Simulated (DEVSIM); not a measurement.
Device: Schottky contact on n-type Si, at 300 K.

```tsv
layer (left to right)	material	thickness (μm)	Nd (cm⁻³)	τn (s)	τp (s)
1	Si	8.40	8.1e16	5.8e-7	5.8e-7
```

Left contact: Schottky, work function 4.72 eV, emission velocity 3.7e6 cm/s. Right contact: ohmic. Voltage is applied to the left contact. Recombination: SRH at mid-gap, Auger. Gap narrowing is on: ΔEg = 6.92 meV × (l + √(l² + 0.5)), l = ln(N/1.3e17 cm⁻³), shared equally by both band edges. Mobility is constant in doping.

The device is made up for the run: typed textbook-type constants, with dimensions and the other settings drawn at random. Values at 300 K.

```
parameter           Si
-------------  -------
gap (eV)         1.124
affinity (eV)     4.05
permittivity      11.7
Nc (cm⁻³)      2.86e19
Nv (cm⁻³)       3.1e19
μn (cm²/Vs)       1417
μp (cm²/Vs)        470
Cn (cm⁶/s)     2.8e-31
Cp (cm⁶/s)     9.9e-32
```

Simulated with DEVSIM: 1D drift-diffusion, Boltzmann statistics, complete ionisation; no tunnelling, impact ionisation, image-force lowering or self-heating. Metal contacts follow the ideal Schottky-Mott rule: no Fermi-level pinning, no interface dipoles.

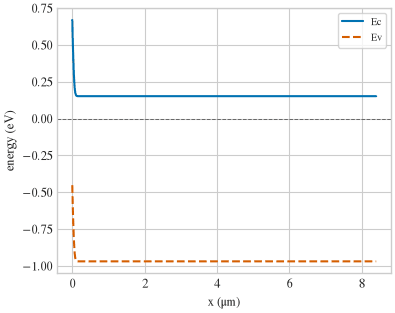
*Band edges at zero bias*

Energies count from the Fermi level of the right contact; mesh points crowd at the junctions.

| x (μm) | Ec (eV) | Ev (eV) | n (cm⁻³) | p (cm⁻³) | field (V/cm) |
|---|---|---|---|---|---|
| 0.000 | 0.669 | -0.453 | 1.7e8 | 7.7e11 | -110000 |
| 0.01359 | 0.530 | -0.592 | 3.6e10 | 3.5e9 | -94000 |
| 0.03482 | 0.358 | -0.763 | 2.7e13 | 4700000 | -67000 |
| 0.06799 | 0.203 | -0.918 | 1.1e16 | 12000 | -27000 |
| 0.1452 | 0.152 | -0.969 | 8.0e16 | 1600 | -240 |
| 0.2405 | 0.152 | -0.970 | 8.1e16 | 1600 | ≈ 0 |
| 0.3895 | 0.152 | -0.970 | 8.1e16 | 1600 | ≈ 0 |
| 0.7361 | 0.152 | -0.970 | 8.1e16 | 1600 | ≈ 0 |
| 1.164 | 0.152 | -0.970 | 8.1e16 | 1600 | ≈ 0 |
| 1.909 | 0.152 | -0.970 | 8.1e16 | 1600 | ≈ 0 |
| 2.997 | 0.152 | -0.970 | 8.1e16 | 1600 | ≈ 0 |
| 5.113 | 0.152 | -0.970 | 8.1e16 | 1600 | ≈ 0 |
| 6.305 | 0.152 | -0.970 | 8.1e16 | 1600 | ≈ 0 |
| 7.068 | 0.152 | -0.970 | 8.1e16 | 1600 | ≈ 0 |
| 7.686 | 0.152 | -0.970 | 8.1e16 | 1600 | ≈ 0 |
| 7.952 | 0.152 | -0.970 | 8.1e16 | 1600 | ≈ 0 |
| 8.122 | 0.152 | -0.970 | 8.1e16 | 1600 | ≈ 0 |
| 8.231 | 0.152 | -0.970 | 8.1e16 | 1600 | ≈ 0 |
| 8.319 | 0.152 | -0.970 | 8.1e16 | 1600 | ≈ 0 |
| 8.357 | 0.152 | -0.970 | 8.1e16 | 1600 | ≈ 0 |
| 8.381 | 0.152 | -0.970 | 8.1e16 | 1600 | ≈ 0 |
| 8.400 | 0.152 | -0.970 | 8.1e16 | 1600 | ≈ 0 |
